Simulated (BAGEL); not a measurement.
# A workflow on BH2O2F (SMILES OB(O)F)

Wanted: the energy (HF/6-31G*), then a single-point energy (NEVPT2(2,2)/6-31G*), then the energy (CASPT2(2,2)/6-31G*) of BH2O2F. 

The results are computed with BAGEL 1.2.2.

1 further run of the same task is left out (set aside as unsound or not needed).

**1. The structure to begin with**

BH2O2F has 6 atoms, charge 0, and is taken as a singlet. SMILES: `OB(O)F`. The O1–H5 distance was set to 2.207 Å, away from the relaxed value. At this shape a bond of the SMILES string is far longer than usual.

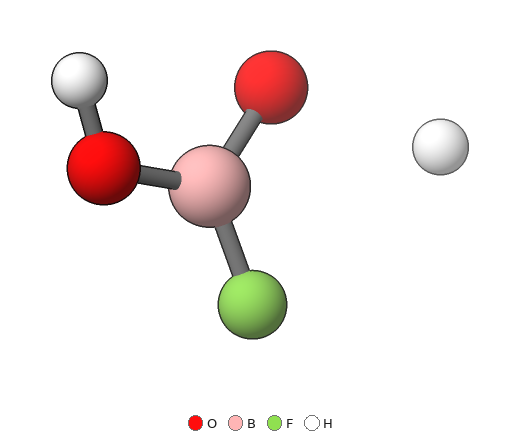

The structure, seen from a chosen angle (oxygen red, boron pink, fluorine green, hydrogen white).

**2. The energy at HF/6-31G(d) (density fitting with svp-jkfit, spherical functions) (run 1)**

The input, input.json:

```json
{ "bagel" : [

{
  "title" : "molecule",
  "basis" : "6-31gs.json",
  "df_basis" : "svp-jkfit",
  "angstrom" : true,
  "geometry" : [
    { "atom" : "O", "xyz" : [    0.460293,    0.847374,    0.605246 ] },
    { "atom" : "B", "xyz" : [    0.913993,   -0.431126,    0.707146 ] },
    { "atom" : "O", "xyz" : [    1.927193,   -0.758826,    1.539746 ] },
    { "atom" : "F", "xyz" : [    0.364693,   -1.404226,   -0.019554 ] },
    { "atom" : "H", "xyz" : [   -1.198900,    1.066100,   -0.834300 ] },
    { "atom" : "H", "xyz" : [    2.263793,   -0.001426,    2.023646 ] }
  ]
},
{ "title" : "hf" },
{ "title" : "print", "file" : "orbitals.molden", "orbitals" : true }

]}
```

The basis set 6-31G* is read from a file made from the Basis Set Exchange's data (not shown).

Started as:

```console
$ BAGEL_NUM_THREADS=1 BAGEL input.json > input.out
```

Output:

```text
* using 1 threads per process

  ===============================================================
  ===============================================================

  *** Geometry ***

  { "atom" : "O", "xyz" : [      0.869828,      1.601305,      1.143749 ] },
  { "atom" : "B", "xyz" : [      1.727196,     -0.814710,      1.336312 ] },
  { "atom" : "O", "xyz" : [      3.641867,     -1.433973,      2.909698 ] },
  { "atom" : "F", "xyz" : [      0.689170,     -2.653603,     -0.036952 ] },
  { "atom" : "H", "xyz" : [     -2.265593,      2.014637,     -1.576599 ] },
  { "atom" : "H", "xyz" : [      4.277949,     -0.002695,      3.824137 ] },

  Number of auxiliary basis functions:      342

  Since a DF basis is specified, we compute 2- and 3-index integrals:
    o Being stored without compression. Storage requirement is 0.010 GB

  Number of basis functions:       60
  Number of electrons      :       32

    * METHOD: MOLECULE                             0.10

  *** RHF ***

  === Nuclear Repulsion ===
   110.7393164175

      * DIIS with orbital gradients will be used.

  === RHF iteration (6-31gs.json) ===
      0       -274.50189699          0.03467448           0.02
      1       -274.40800174          0.04111267           0.02
      2       -274.89904001          0.00834370           0.02
      3       -274.91994341          0.00265185           0.02
      4       -274.92240037          0.00097299           0.02
      5       -274.92281316          0.00036787           0.02
      6       -274.92286592          0.00012207           0.02
      7       -274.92287292          0.00003981           0.02
      8       -274.92287382          0.00001130           0.02
      9       -274.92287392          0.00000540           0.02
     10       -274.92287395          0.00000347           0.02
     11       -274.92287397          0.00000145           0.02
     12       -274.92287397          0.00000074           0.02
     13       -274.92287397          0.00000037           0.02
     14       -274.92287397          0.00000012           0.02
     15       -274.92287397          0.00000005           0.02
     16       -274.92287397          0.00000003           0.02
     17       -274.92287397          0.00000001           0.02
     18       -274.92287397          0.00000001           0.02
    * SCF iteration converged.

    * Permanent dipole moment:
           (    0.544631,    -0.854398,     0.285361) a.u.

    * METHOD: HF                                   0.46

    * METHOD: PRINT                                0.01

  ===============================================================
```

Wall time 0.7 s (1 thread of Arm Neoverse V1, shared host); peak memory 0.15 GiB.

**3. A single-point energy at NEVPT2(2,2)/6-31G(d) (density fitting with svp-jkfit, spherical functions) (run 2)**

The input, input.json:

```json
{ "bagel" : [

{
  "title" : "molecule",
  "basis" : "6-31gs.json",
  "df_basis" : "svp-jkfit",
  "angstrom" : true,
  "geometry" : [
    { "atom" : "O", "xyz" : [       0.460293,       0.847374,       0.605246 ] },
    { "atom" : "B", "xyz" : [       0.913993,      -0.431126,       0.707146 ] },
    { "atom" : "O", "xyz" : [       1.927193,      -0.758826,       1.539746 ] },
    { "atom" : "F", "xyz" : [       0.364693,      -1.404226,      -0.019554 ] },
    { "atom" : "H", "xyz" : [      -1.198900,       1.066100,      -0.834300 ] },
    { "atom" : "H", "xyz" : [       2.263793,      -0.001426,       2.023646 ] }
  ]
},

{ "title" : "hf" },

{ "title" : "nevpt2", "nstate" : 1, "nact" : 2, "nclosed" : 15, "active" : [16, 17], "maxiter" : 200, "natocc" : true, "ncore" : 4 },

{ "title" : "print", "file" : "orbitals.molden", "orbitals" : true }

]}
```

The basis set 6-31G* is read from a file made from the Basis Set Exchange's data (not shown).

Started as:

```console
$ BAGEL_NUM_THREADS=1 BAGEL input.json > input.out
```

Output:

```text
* using 1 threads per process

  ===============================================================
  ===============================================================

  *** Geometry ***

  { "atom" : "O", "xyz" : [      0.869828,      1.601305,      1.143749 ] },
  { "atom" : "B", "xyz" : [      1.727196,     -0.814710,      1.336312 ] },
  { "atom" : "O", "xyz" : [      3.641867,     -1.433973,      2.909698 ] },
  { "atom" : "F", "xyz" : [      0.689170,     -2.653603,     -0.036952 ] },
  { "atom" : "H", "xyz" : [     -2.265593,      2.014637,     -1.576599 ] },
  { "atom" : "H", "xyz" : [      4.277949,     -0.002695,      3.824137 ] },

  Number of auxiliary basis functions:      342

  Since a DF basis is specified, we compute 2- and 3-index integrals:
    o Being stored without compression. Storage requirement is 0.010 GB

  Number of basis functions:       60
  Number of electrons      :       32

    * METHOD: MOLECULE                             0.10

  *** RHF ***

  === Nuclear Repulsion ===
   110.7393164175

      * DIIS with orbital gradients will be used.

  === RHF iteration (6-31gs.json) ===
      0       -274.50189699          0.03467448           0.02
      1       -274.40800174          0.04111267           0.02
      2       -274.89904001          0.00834370           0.02
      3       -274.91994341          0.00265185           0.02
      4       -274.92240037          0.00097299           0.02
      5       -274.92281316          0.00036787           0.02
[... 11 lines of this table left out ...]
     17       -274.92287397          0.00000001           0.02
     18       -274.92287397          0.00000001           0.02
    * SCF iteration converged.

    * Permanent dipole moment:
           (    0.544631,    -0.854398,     0.285361) a.u.

    * METHOD: HF                                   0.46

    * freezing 4 orbitals
  ---------------------------
      CASSCF calculation
  ---------------------------

    ==== Active orbitals : =====
         Orbital 16
         Orbital 17
    ============================

    * nstate   :      1
    * nclosed  :     15
    * nact     :      2
    * nvirt    :     43
  === CASSCF iteration (6-31gs.json) ===

    * Using the second-order algorithm

      0  0      -275.02080586     1.25e-02      0.01

      1  0      -275.04988843     2.10e-03      0.12

      2  0      -275.05062237     2.37e-04      0.13

[... 11 lines of this table left out ...]

      9  0      -275.05063281     8.74e-09      0.11

    * Second-order optimization converged. *

     guess   0:   closed 1.                   open ..

  === FCI iteration ===

      0  0      -274.90183409     1.19e-01      0.00
      1  0      -275.02824672     4.68e-02      0.00
      2  0 *    -275.05063281     4.59e-16      0.00

     * ci vector, state   0, <S^2> = 0.0000
       2.     0.8427007742
       .2    -0.5383822110

  === DF-NEVPT2 calculation ===

    * 3-index integral transformation done
    * assembly done

      NEVPT2 correlation energy:   -0.5542439334      0.08

          (+0)     -0.4929088300
          (+0)'    -0.0119767672
          (+1)     -0.0121734310
          (+1)'    -0.0000000000
          (+2)     -0.0001578644
          (-1)     -0.0365755789
          (-1)'     0.0000000000
          (-2)     -0.0004514618

      NEVPT2 total energy:       -275.6048767386

    * METHOD: NEVPT2                               1.33

    * METHOD: PRINT                                0.01

  ===============================================================
```

Run time: 2 s. Hardware: 1 thread of Arm Neoverse V1, shared host; peak memory 0.15 GiB.

**4. The energy at CASPT2(2,2)/6-31G(d) (density fitting with svp-jkfit, spherical functions) (run 3)**

input.json, as its differences from that of step 3:

```diff
@@ -17,7 +17,33 @@
 
-{ "title" : "hf" },
+{
+  "title" : "hf"
+},
 
-{ "title" : "nevpt2", "nstate" : 1, "nact" : 2, "nclosed" : 15, "active" : [16, 17], "maxiter" : 200, "natocc" : true, "ncore" : 4 },
+{
+  "title" : "casscf",
+  "nstate" : 1,
+  "nact" : 2,
+  "nclosed" : 15,
+  "nspin" : 0,
+  "active" : [16, 17],
+  "maxiter" : 200,
+  "natocc" : true
+},
 
-{ "title" : "print", "file" : "orbitals.molden", "orbitals" : true }
+{
+  "title" : "print",
+  "file" : "orbitals.molden",
+  "orbitals" : true
+},
+
+{
+  "title" : "smith",
+  "method" : "caspt2",
+  "ms" : true,
+  "xms" : true,
+  "sssr" : true,
+  "shift" : 0.2,
+  "shift_imag" : true,
+  "ncore" : 4
+}
```

The basis set 6-31G* is read from a file made from the Basis Set Exchange's data (not shown).

Started as:

```console
$ BAGEL_NUM_THREADS=1 BAGEL input.json > input.out
```

Output:

```text
* using 1 threads per process

  ===============================================================
  ===============================================================

  *** Geometry ***

  { "atom" : "O", "xyz" : [      0.869828,      1.601305,      1.143749 ] },
  { "atom" : "B", "xyz" : [      1.727196,     -0.814710,      1.336312 ] },
  { "atom" : "O", "xyz" : [      3.641867,     -1.433973,      2.909698 ] },
  { "atom" : "F", "xyz" : [      0.689170,     -2.653603,     -0.036952 ] },
  { "atom" : "H", "xyz" : [     -2.265593,      2.014637,     -1.576599 ] },
  { "atom" : "H", "xyz" : [      4.277949,     -0.002695,      3.824137 ] },

  Number of auxiliary basis functions:      342

  Since a DF basis is specified, we compute 2- and 3-index integrals:
    o Being stored without compression. Storage requirement is 0.010 GB

  Number of basis functions:       60
  Number of electrons      :       32

    * METHOD: MOLECULE                             0.10

  *** RHF ***

  === Nuclear Repulsion ===
   110.7393164175

[... 8 lines left out ...]
    * SCF iteration converged.
[... 1 line left out ...]
    * Permanent dipole moment:
[... 27 lines left out ...]
    * Second-order optimization converged. *
[... 9 lines left out ...]
     * ci vector, state   0, <S^2> = 0.0000
[... 16 lines left out ...]
    * Zeroth order energy : state  0       -0.5414085285

    * CASPT2 iteration is performed using orthogonal basis

      -------------------------------------------  CASPT2 iteration  ---------------------------------------------------
       #      aibj      arbs      arbi      airj      risj      airs      arst      rist         Etot      error   time
      ------------------------------------------------------------------------------------------------------------------

       0  -0.49169  -0.00057  -0.03986  -0.01364  -0.00023  -0.01245  -0.00000  -0.00000   -0.5584404  0.0006962   0.05
       1  -0.49171  -0.00057  -0.03992  -0.01366  -0.00023  -0.01250  -0.00000  -0.00000   -0.5585933  0.0000538   0.05
       2  -0.49171  -0.00057  -0.03992  -0.01366  -0.00023  -0.01250  -0.00000  -0.00000   -0.5585945  0.0000065   0.05
       3  -0.49171  -0.00057  -0.03992  -0.01366  -0.00023  -0.01250  -0.00000  -0.00000   -0.5585945  0.0000012   0.05
       4  -0.49171  -0.00057  -0.03992  -0.01366  -0.00023  -0.01250   0.00000  -0.00000   -0.5585945  0.0000001   0.05

      ------------------------------------------------------------------------------------------------------------------

    * CASPT2 energy : state  0     -275.6110003694
        w/o shift correction       -275.6092273190
        reference weight              0.8723209478

    * METHOD: SMITH                                0.36

  ===============================================================
```

Wall time 2.2 s (1 thread of Arm Neoverse V1, shared host); peak memory 0.15 GiB.

**5. Summary of results**

| quantity | value |
| --- | --- |
| run 1, HF/6-31G*: total energy | -274.92287 Eh |
| run 1, HF/6-31G*: dipole moment | 2.68 D |
| run 1, HF/6-31G*: HOMO energy | -11.39 eV |
| run 1, HF/6-31G*: LUMO energy | -2.37 eV |
| run 1, HF/6-31G*: HOMO–LUMO gap | 9.02 eV |
| run 2, NEVPT2(2,2)/6-31G*: total energy | -275.60488 Eh |
| run 3, CASPT2(2,2)/6-31G*: total energy | -275.61100 Eh |
